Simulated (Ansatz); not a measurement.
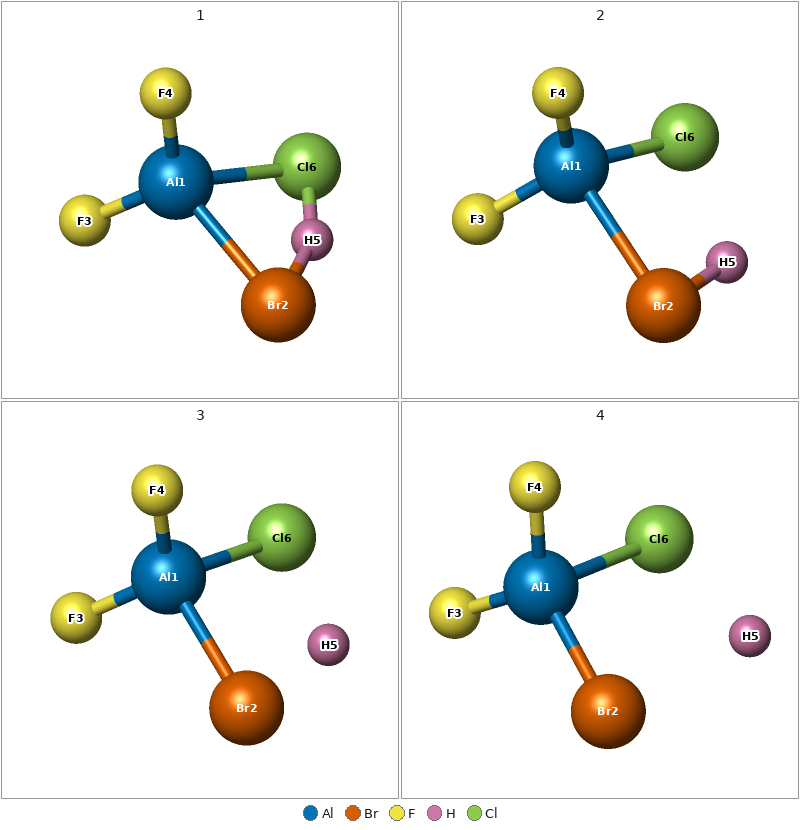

The reacting system AlBrClF₂H. 
- Coordinates scanned: (1) distance Br2–H5 (bond that forms); (2) distance H5–Cl6 (bond that breaks).
- Relaxed at each point: all other coordinates.
- Grid: 7 × 7 points.
- Points are written as (first, second).
- All energies are given in kcal/mol relative to a guessed transition structure relaxed with its forming and breaking bonds held.
- The reference is spin-restricted, so regions where a bond is pulled apart into radicals lie too high.
- Method: Ansatz 0.2.0, RKS PBE0-D4/def2-SVP.

The numbered pictures are structures from this grid.

> Rank them by energy, lowest first.

2, at (1.551 Å, 2.281 Å): −29 kcal/mol; 1, at (1.551 Å, 1.389 Å): −15 kcal/mol; 3, at (2.116 Å, 1.954 Å): −3.3 kcal/mol; 4, at (3.159 Å, 1.954 Å): 23 kcal/mol.

The map, with the structures marked:

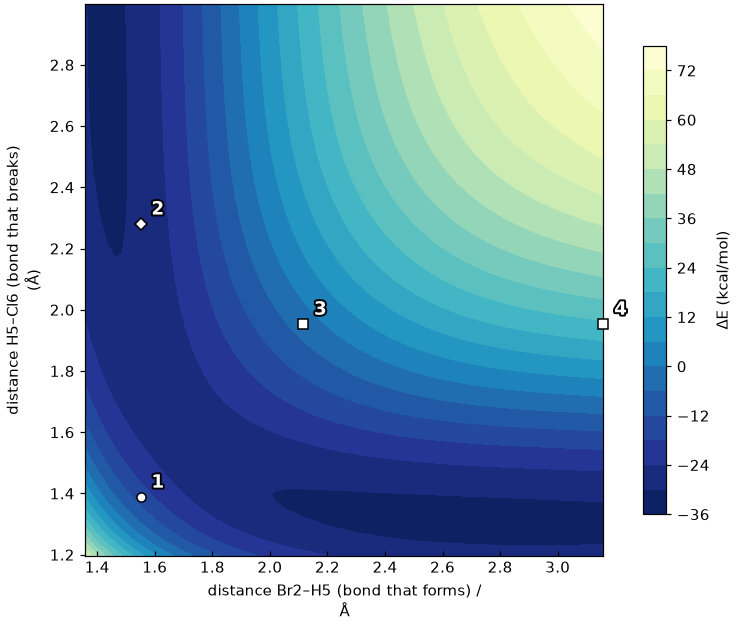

The picture shows filled contours. Between grid points the surface is interpolated.
